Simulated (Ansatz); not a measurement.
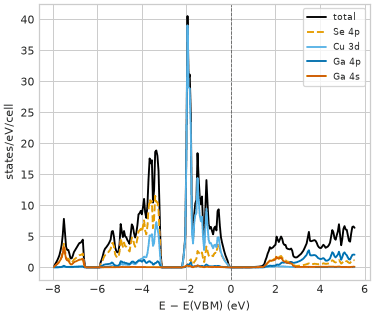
Fig. 1. Total and projected density of states of GaCuSe$_{2}$ (chalcopyrite, I-42d), DFT-r²SCAN in the program Ansatz with PAW potentials

Task: Which orbitals carry the states next to the gap?

Result: Top 1 eV of the valence band: Cu 3d 55 %, Se 4p 38 %. Bottom 1 eV of the conduction band: Se 4p 31 %, Ga 4s 31 %, Se 4s 14 %, Cu 4s 11 %, Ga 4p 6 %. Projections are on Löwdin-orthogonalised atomic valence shells; empty p or d shells of many metals are not among them.

Task: Where is the tallest occupied peak in this window, and what makes it?

Result: Near -1.9 eV, about 41 states/eV per cell; the largest projected share is Cu 3d.

The cell was relaxed with r²SCAN under the symmetry of its start. The run is not spin-polarised. Spin–orbit coupling is left out wherever it is not named.

Potentials: the later of the program's two PAW sets.
